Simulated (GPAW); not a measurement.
**How SnTe3 absorbs and reflects light**

Aim: the dielectric function of SnTe3, and the optical constants that follow from it.

Calculated with GPAW 26.7.0; DFT, revPBE, plane-wave PAW (GPAW data sets), scalar-relativistic, RPA, optical limit.

## Step 1: The structure

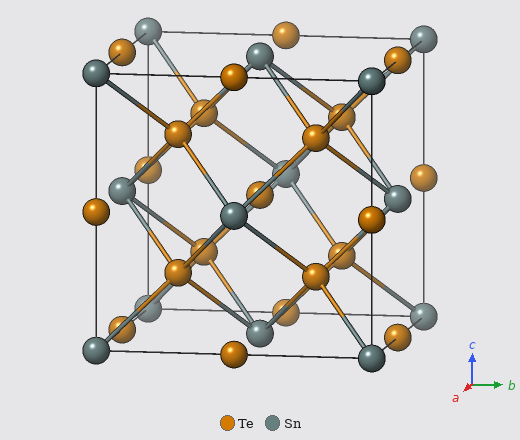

The starting structure, seen slightly off an axis (tellurium orange, tin teal). This picture shows the conventional cell, with its axes. Some periodic images of atoms are drawn too.

Coordinates:

```cif
data_structure
_symmetry_space_group_name_H-M 'Fm-3m'
_symmetry_Int_Tables_number 225
_cell_length_a 7.7224
_cell_length_b 7.7224
_cell_length_c 7.7224
_cell_angle_alpha 90.000
_cell_angle_beta 90.000
_cell_angle_gamma 90.000
_cell_volume 460.54
loop_
_atom_site_label
_atom_site_type_symbol
_atom_site_symmetry_multiplicity
_atom_site_Wyckoff_symbol
_atom_site_fract_x
_atom_site_fract_y
_atom_site_fract_z
_atom_site_occupancy
Te1 Te 4 b 0.50000 0.00000 0.00000 1
Te2 Te 8 c 0.25000 0.25000 0.75000 1
Sn1 Sn 4 a 0.00000 0.00000 0.00000 1
```

## Step 2: Ground state

The self-consistent density comes first; it also tells whether there is a gap, which decides the occupations and the need for a Drude term.

This step: DFT, revPBE, plane-wave PAW (GPAW data sets), scalar-relativistic, ground state (GPAW 26.7.0).

gs.py

```python
from ase import Atoms
from ase.dft.bandgap import bandgap
from gpaw import GPAW, PW, FermiDirac

atoms = Atoms(['Te', 'Te', 'Te', 'Sn'],
              cell=[[0.000000000000, 3.861219000000, 3.861219000000],
                    [3.861219000000, 0.000000000000, 3.861219000000],
                    [3.861219000000, 3.861219000000, 0.000000000000]],
              scaled_positions=[[0.500000000000, 0.500000000000, 0.500000000000],
                                [0.750000000000, 0.750000000000, 0.750000000000],
                                [0.250000000000, 0.250000000000, 0.250000000000],
                                [0.000000000000, 0.000000000000, 0.000000000000]],
              pbc=[True, True, True])
atoms.calc = GPAW(mode=PW(500), xc='revPBE', kpts={'size': (5, 5, 5), 'gamma': True},
                  occupations=FermiDirac(0.05), maxiter=150, txt='gs.txt')
print('energy (eV)', atoms.get_potential_energy())
print('Fermi level (eV)', atoms.calc.get_fermi_level())
print('valence electrons', atoms.calc.get_number_of_electrons())
print('gap (eV)', bandgap(atoms.calc, output=None)[0])
print('direct gap (eV)', bandgap(atoms.calc, direct=True, output=None)[0])
atoms.calc.write('gs.gpw')
```

Command:

```console
> OMP_NUM_THREADS=1 python gs.py
```

Numbers of over 12 decimals in the logs are rounded to 6 here.

Log:

```text
__  _  _
 | _ |_)|_||  |
 |__||  | ||/\| - 26.7.0

Versions:
  Python: 3.12.14
  ASE:    3.29.0
  Numpy:  2.5.5
  Scipy:  1.18.1
  Libxc:  7.0.0

Input parameters:
  mode=PW(ecut=500.0),
  kpts=MonkhorstPack(size=(5, 5, 5), gamma=True),
  maxiter=150,
  occupations=Occupations(name='fermi-dirac', width=0.05, fixmagmom=False),
  xc=XC(name='revPBE')

Diagonalizing LCAO Hamiltonian
Converting LCAO to pw mode

                         Te

                   Te

             Te

       Sn

Atoms  # Å, Bohr magnetons
|   | symbol |        x |        y |        z |    initial magnetic moments |
| 0 |     Te | 3.861219 | 3.861219 | 3.861219 | ( 0.0000,  0.0000,  0.0000) |
| 1 |     Te | 5.791829 | 5.791829 | 5.791829 | ( 0.0000,  0.0000,  0.0000) |
| 2 |     Te | 1.930610 | 1.930610 | 1.930610 | ( 0.0000,  0.0000,  0.0000) |
| 3 |     Sn | 0.000000 | 0.000000 | 0.000000 | ( 0.0000,  0.0000,  0.0000) |

Unit cell  # Å
| periodic |        x |        y |        z |  lengths |    angles |
|      yes | 0.000000 | 3.861219 | 3.861219 | 5.460588 | 60.000000 |
|      yes | 3.861219 | 0.000000 | 3.861219 | 5.460588 | 60.000000 |
|      yes | 3.861219 | 3.861219 | 0.000000 | 5.460588 | 60.000000 |

Number of symmetries: 48
Symmetry operations  # r_c * U_cc + t_c -> r_c
|    | kind |            matrix            |
|  0 |  σ   |  1, 0, 0,  1, 0,-1,  1,-1, 0 |
|  1 |  C2  |  1, 0, 0,  1,-1, 0,  1, 0,-1 |
|  2 |  E   |  1, 0, 0,  0, 1, 0,  0, 0, 1 |
|  3 |  σ   |  1, 0, 0,  0, 0, 1,  0, 1, 0 |
|  4 |  C4  |  1, 0,-1,  1, 0, 0,  1,-1, 0 |
|  5 |  S6  |  1, 0,-1,  1,-1, 0,  1, 0, 0 |
|  6 |  σ   |  1, 0,-1,  0, 1,-1,  0, 0,-1 |
|  7 |  C3  |  1, 0,-1,  0, 0,-1,  0, 1,-1 |
|  8 |  S6  |  1,-1, 0,  1, 0, 0,  1, 0,-1 |
|  9 |  C4  |  1,-1, 0,  1, 0,-1,  1, 0, 0 |
| 10 |  C3  |  1,-1, 0,  0,-1, 1,  0,-1, 0 |
| 11 |  σ   |  1,-1, 0,  0,-1, 0,  0,-1, 1 |
| 12 |  σ   |  0, 1, 0,  1, 0, 0,  0, 0, 1 |
| 13 |  C4  |  0, 1, 0,  0, 1,-1, -1, 1, 0 |
| 14 |  C3  |  0, 1, 0,  0, 0, 1,  1, 0, 0 |
| 15 |  S6  |  0, 1, 0, -1, 1, 0,  0, 1,-1 |
| 16 |  C2  |  0, 1,-1,  1, 0,-1,  0, 0,-1 |
| 17 |  σ   |  0, 1,-1,  0, 1, 0, -1, 1, 0 |
| 18 |  S4  |  0, 1,-1,  0, 0,-1,  1, 0,-1 |
| 19 |  C4  |  0, 1,-1, -1, 1, 0,  0, 1, 0 |
| 20 |  C3  |  0, 0, 1,  1, 0, 0,  0, 1, 0 |
| 21 |  σ   |  0, 0, 1,  0, 1, 0,  1, 0, 0 |
| 22 |  S6  |  0, 0, 1,  0,-1, 1, -1, 0, 1 |
| 23 |  C4  |  0, 0, 1, -1, 0, 1,  0,-1, 1 |
| 24 |  S4  |  0, 0,-1,  1, 0,-1,  0, 1,-1 |
| 25 |  C3  |  0, 0,-1,  0, 1,-1,  1, 0,-1 |
| 26 |  C2  |  0, 0,-1,  0,-1, 0, -1, 0, 0 |
| 27 |  S6  |  0, 0,-1, -1, 0, 0,  0,-1, 0 |
| 28 |  S4  |  0,-1, 1,  1,-1, 0,  0,-1, 0 |
| 29 |  C4  |  0,-1, 1,  0, 0, 1, -1, 0, 1 |
| 30 |  C2  |  0,-1, 1,  0,-1, 0,  1,-1, 0 |
| 31 |  σ   |  0,-1, 1, -1, 0, 1,  0, 0, 1 |
| 32 |  C3  |  0,-1, 0,  1,-1, 0,  0,-1, 1 |
| 33 |  S6  |  0,-1, 0,  0, 0,-1, -1, 0, 0 |
| 34 |  S4  |  0,-1, 0,  0,-1, 1,  1,-1, 0 |
| 35 |  C2  |  0,-1, 0, -1, 0, 0,  0, 0,-1 |
| 36 |  C2  | -1, 1, 0,  0, 1, 0,  0, 1,-1 |
| 37 |  S6  | -1, 1, 0,  0, 1,-1,  0, 1, 0 |
| 38 |  S4  | -1, 1, 0, -1, 0, 1, -1, 0, 0 |
| 39 |  C3  | -1, 1, 0, -1, 0, 0, -1, 0, 1 |
| 40 |  S6  | -1, 0, 1,  0, 0, 1,  0,-1, 1 |
| 41 |  C2  | -1, 0, 1,  0,-1, 1,  0, 0, 1 |
| 42 |  C3  | -1, 0, 1, -1, 1, 0, -1, 0, 0 |
| 43 |  S4  | -1, 0, 1, -1, 0, 0, -1, 1, 0 |
| 44 |  C2  | -1, 0, 0,  0, 0,-1,  0,-1, 0 |
| 45 |  i   | -1, 0, 0,  0,-1, 0,  0, 0,-1 |
| 46 |  σ   | -1, 0, 0, -1, 1, 0, -1, 0, 1 |
| 47 |  C2  | -1, 0, 0, -1, 0, 1, -1, 1, 0 |

BZ-sampling:
  Number of BZ points: 125
  Number of IBZ points: 10

  Monkhorst-Pack size: [5, 5, 5]
  Monkhorst-Pack shift: [0, 0, 0]

K-points  # in reciprocal-cell coordinates
|   |                                coordinates |     weight |
| 0 | (  0.00000000,   0.00000000,   0.00000000) | 0.00800000 |
| 1 | (  0.20000000,   0.20000000,   0.00000000) | 0.04800000 |
| 2 | (  0.20000000,   0.20000000,   0.20000000) | 0.06400000 |
| 3 | (  0.40000000,   0.20000000,  -0.20000000) | 0.19200000 |
| 4 | (  0.40000000,   0.20000000,   0.20000000) | 0.09600000 |
| 5 | (  0.40000000,   0.40000000,  -0.40000000) | 0.19200000 |
| 6 | (  0.40000000,   0.40000000,  -0.20000000) | 0.09600000 |
| 7 | (  0.40000000,   0.40000000,   0.00000000) | 0.04800000 |
| 8 | (  0.40000000,   0.40000000,   0.20000000) | 0.19200000 |
| 9 | (  0.40000000,   0.40000000,   0.40000000) | 0.06400000 |

Plane wave coefficients: 2944
Cutoff: 500.0 eV

Spin-components: 1 (collinear spins)
Bands:           21
Projectors:      21
Spin-degeneracy: 2
Datatype:        complex128

Parallelization:
  kpt:    1
  domain: 1
  band:   1

Density:
  Valence electrons: 32.0
  Components: 1
  Grid points: [30 30 30]
  Charge: 0.0  # |e|

Potential:
  Grid points: [30 30 30]

species:
  Te:
    name:    Tellurium
    id:
    Z:       52.0
    valence: 6
    core:    46
    charge:  0.0  # [|e|]
    compensation charges:
      type: gauss
      rc: 0.36  # [Å]
      lmax: 2
    cutoffs:
      filter: 2.09  # [Å]
      core: 3.17  # [Å]
    projectors
    | kind |    occ | energy [eV] | rcut [Å] |
    |   5s |  2.000 |     -15.027 |    1.180 |
    |   5p |  4.000 |      -5.913 |    1.196 |
    |    s |        |      12.185 |    1.180 |
    |    p |        |      21.299 |    1.196 |
    |    d |        |       0.000 |    1.238 |

    Using partial waves for Te as LCAO basis

  Sn:
    name:    Tin
    id:
    Z:       50.0
    valence: 14
    core:    36
    charge:  0.0  # [|e|]
    compensation charges:
      type: gauss
      rc: 0.38  # [Å]
      lmax: 2
    cutoffs:
      filter: 2.23  # [Å]
      core: 2.35  # [Å]
    projectors
    | kind |    occ | energy [eV] | rcut [Å] |
    |   5s |  2.000 |     -10.469 |    1.201 |
    |   5p |  2.000 |      -3.642 |    1.270 |
    |   4d | 10.000 |     -25.826 |    1.185 |
    |    s |        |      16.742 |    1.201 |
    |    p |        |      23.569 |    1.270 |
    |    d |        |       1.385 |    1.185 |

    Using partial waves for Sn as LCAO basis

Reference energy: -722408.986281  # eV

eigensolver:
  PPCG
  Converge bands: occupied
  niter=2

density mixing:
  MSR1-Mixer
  Pratt-step length: 0.05
  Maximum mixing coefficient: 0.75
  Old densities: 10
  SVD Regularization: 0.005
  Good broyden scale: 1.0
  Trust region scale: 1.0
  Backstep threshold: 4.0
  History deletion threshold: 6.0
  Fourier metric: weight=20.0, sigma=0.015

occupation numbers:
  Fermi-Dirac:
    width: 0.0500  # eV

poisson solver:
  ecut: 4000.0  # eV

xc functional:
  name: revPBE with 2 nearest neighbor stencil

convergence criteria:
- Maximum [total energy] change in last 3 cyles: 0.0005 eV / valence electron
- Maximum integral of absolute [dens]ity change: 0.0001 electrons / valence electron
- Maximum integral of absolute [eigenst]ate change: 4e-08 eV^2 / valence electron
maximum number of iterations: 150

SCF iterations
|iter     |      energy | eigst |  dens |
|iter:   1||  -11.585095 | -0.07 |       |
|iter:   2||  -11.584741 | -1.87 | -1.49 |
|iter:   3||  -11.549213 | -2.81 | -1.53 |
|iter:   4||  -11.551687 | -4.00 | -1.93 |
|iter:   5||  -11.552344c| -4.40 | -2.39 |
|iter:   6||  -11.552460c| -5.59 | -2.91 |
|iter:   7||  -11.552417c| -6.21 | -3.25 |
|iter:   8||  -11.552420c| -7.65c| -4.07c|

Converged in 8 steps
SCF loop duration: 10.563 s (1.320 s/step)
Energy contributions relative to reference atoms: (reference = -722408.986281)

Energy contributions:
  Kinetic:          14.337334
  Coulomb:         -14.123195
  Zero:              0.414090
  External:          0.000000
  Xc:              -12.158518
  Entropy:          -0.044263
  Spinorbit:         0.000000
  ----------------------------
  Free energy:     -11.574551
  Extrapolated:    -11.552420

dipole moment: (-26.106030, -26.106030, -26.106030)  # |e|*Ang

Fermi level: 7.201
Eigenvalues  # (at kpt = [0.000, 0.000, 0.000])
| band index |      eig [eV] | occ [0-2] |
|          0 |       -14.304 |     2.000 |
|        ... |               |           |
|         10 |         4.080 |     2.000 |
|         11 |         4.080 |     2.000 |
|         12 |         4.115 |     2.000 |
|         13 |         4.115 |     2.000 |
|         14 |         4.115 |     2.000 |
|         15 |         5.545 |     2.000 |
|         16 |         5.545 |     2.000 |
|         17 |         5.545 |     2.000 |
|         18 |        11.492 |     0.000 |
|         19 |        11.492 |     0.000 |
|         20 |        11.492 |     0.000 |

No gap
No difference between direct/indirect transitions

--- standard output ---
energy (eV) -11.552420
Fermi level (eV) 7.200511
valence electrons 32.0
gap (eV) 0.0
direct gap (eV) 0.0
```

The job ended after 12 s (1 thread of Arm Neoverse V2, shared host; peak memory 0.17 GiB).

Numbers from this step:

```
energy       : -11.55 eV
Fermi energy : 7.201 eV
electrons    : 32
```

There are states at the Fermi level within the smearing, so the occupations stay smeared and the carriers get a Drude term.

## Step 3: Bands for the response

The response needs many more empty bands than the density does.

This step: DFT, revPBE, plane-wave PAW (GPAW data sets), scalar-relativistic, bands at fixed density (GPAW 26.7.0).

nscf.py

```python
from ase.dft.bandgap import bandgap
from gpaw import GPAW, FermiDirac

calc = GPAW('gs.gpw').fixed_density(kpts={'size': (8, 8, 8), 'gamma': True}, nbands=76, convergence={'bands': 70},
                                    occupations=FermiDirac(0.05), txt='nscf.txt')
print('gap (eV)', bandgap(calc, output=None)[0])
print('direct gap (eV)', bandgap(calc, direct=True, output=None)[0])
print('top band over the Fermi level (eV)', min(calc.get_eigenvalues(kpt=k)[69] for k in range(len(calc.get_ibz_k_points()))) - calc.get_fermi_level())
calc.write('full.gpw', mode='all')
```

Command:

```console
> OMP_NUM_THREADS=1 python nscf.py
```

Log:

```text
Diagonalizing LCAO Hamiltonian
Converting LCAO to pw mode
convergence criteria:
- Maximum integral of absolute [eigenst]ate change: 4e-08 eV^2 / valence electron
maximum number of iterations: 150

SCF iterations
|iter     |      energy | eigst |  dens |
|iter:   1||             | +3.73 |       |
|iter:   2||             | +2.51 |       |
|iter:   3||             | +1.61 |       |
|iter:   4||             | +0.71 |       |
|iter:   5||             | +0.11 |       |
|iter:   6||             | -0.37 |       |
|iter:   7||             | -0.83 |       |
|iter:   8||             | -1.25 |       |
|iter:   9||             | -1.65 |       |
|iter:  10||             | -2.06 |       |
|iter:  11||             | -2.48 |       |
|iter:  12||             | -2.89 |       |
|iter:  13||             | -3.31 |       |
|iter:  14||             | -3.75 |       |
|iter:  15||             | -4.20 |       |
|iter:  16||             | -4.64 |       |
|iter:  17||             | -5.07 |       |
|iter:  18||             | -5.48 |       |
|iter:  19||             | -5.90 |       |
|iter:  20||             | -6.32 |       |
|iter:  21||             | -6.73 |       |
|iter:  22||             | -7.10 |       |
|iter:  23||             | -7.46c|       |
SCF steps: 23
  __  _  _
 | _ |_)|_||  |
 |__||  | ||/\| - 26.7.0

Versions:
  Python: 3.12.14
  ASE:    3.29.0
  Numpy:  2.5.5
  Scipy:  1.18.1
  Libxc:  7.0.0

Input parameters:
  mode=PW(ecut=500.0),
  convergence={'bands': 70},
  gpts=array([30, 30, 30]),
  kpts=MonkhorstPack(size=(8, 8, 8), gamma=True),
  maxiter=150,
  nbands=76,
  occupations=Occupations(name='fermi-dirac', width=0.05, fixmagmom=False),
  parallel={},
  xc=XC(name='revPBE')

--- standard output ---
gap (eV) 0.0
direct gap (eV) 0.0
top band over the Fermi level (eV) 27.144032
```

The job ended after 4.7 min (1 thread; peak memory 0.3 GiB).

(Continued in part 2 of 2.)

[Machine, clock and banner lines and Python warnings are left out of the logs.]

[Logs are printed without paths, hosts, clocks, repeated set-up lines and the standing remarks that a program may print on its own settings, such as how far it seeks lower states.]

[Hosts, paths, dates, database ids (printed as entryN), source tags and the programs' standing remarks are cut or masked in the printed files.]
